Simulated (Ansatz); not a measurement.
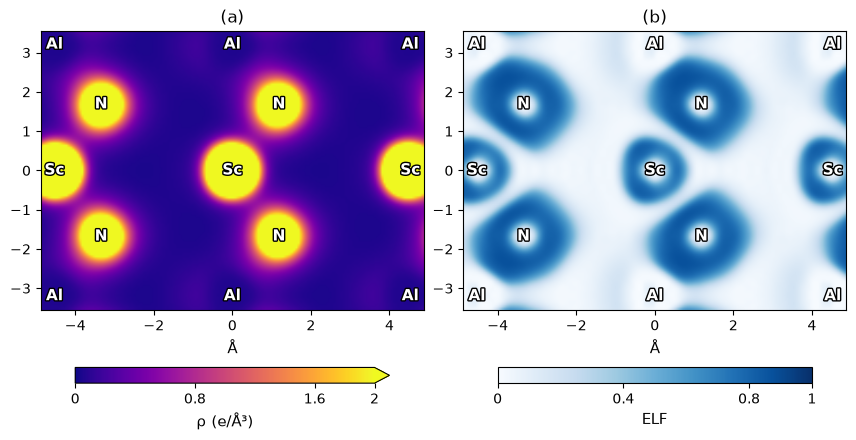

*ScAl3N4. (a) valence pseudo-density; (b) electron localisation function on the (101̄) plane of the conventional cell.*

Space group P-43m; a generated structure, not necessarily the stable one.

Computed with Ansatz, DFT PBE, scalar-relativistic, plane waves, PAW.

The density is the valence pseudo-density of a PAW calculation; it isn't the true density close to the nuclei.

The calculation's input:

```
crystal:
  lattice:
    - [4.5342925319, 0.0, 0.0]
    - [0.0, 4.5342925319, 0.0]
    - [0.0, 0.0, 4.5342925319]
  atoms:
    - { symbol: Sc, position: [0.0, 0.0, 0.0] }
    - { symbol: Al, position: [0.5, 0.0, 0.5] }
    - { symbol: Al, position: [0.0, 0.5, 0.5] }
    - { symbol: Al, position: [0.5, 0.5, 0.0] }
    - { symbol: "N", position: [0.7372187337, 0.2627812663, 0.7372187337] }
    - { symbol: "N", position: [0.2627812663, 0.7372187337, 0.7372187337] }
    - { symbol: "N", position: [0.2627812663, 0.2627812663, 0.2627812663] }
    - { symbol: "N", position: [0.7372187337, 0.7372187337, 0.2627812663] }
basis:
  ecutwfc: 420
kpoints:
  mp_grid: { grid: [6, 6, 6] }
hamiltonian:
  xc: pbe
scf:
  occupations: { method: gaussian, width: 0.02 }
output:
  forces: true
  stress: true
  eigenvalues: true
  write_density: true
  write_potential: true
  elf: true
  volumetric_format: npy
relax:
  adjacent_minimum: "off"
  f_tol: 0.01
  max_steps: 80
  cell: { stress_tol: 0.05 }
```

Command:

```sh
ansatz run input.yaml --threads 1 --pin off --max-ram 2560MiB --backend cpu --events-out ev --progress --plain --runs-dir out
```

Below, planes, directions and counts refer to the conventional cell (a = 4.53 Å, b = 4.53 Å, c = 4.53 Å, α = 90.00°, β = 90.00°, γ = 90.00°).

The fields are those of the run's last geometry, not of the input's.

Q: What do the fields say about this system?

A: The section cuts through Sc, Al and N sites.
Al–N (1.93 Å): ρ is about 0.63 e/Å³ halfway; the ELF peaks at about 0.85 in the valence shell of N, 0.8 Å from its nucleus, and is about 0.85 at the midpoint.
Sc–N (2.06 Å): the density is about 0.63 e/Å³ at the midpoint; the ELF peaks at about 0.85 in the valence shell of N, 0.6 Å from its nucleus, and is about 0.25 at the midpoint: no shared electron pair shows on this line.
Between the atoms the lowest density in this plane is 0.04 e/Å³.
The features right at Sc lie inside the PAW spheres, where the map follows smoothed inner orbitals and isn't to be read closely.
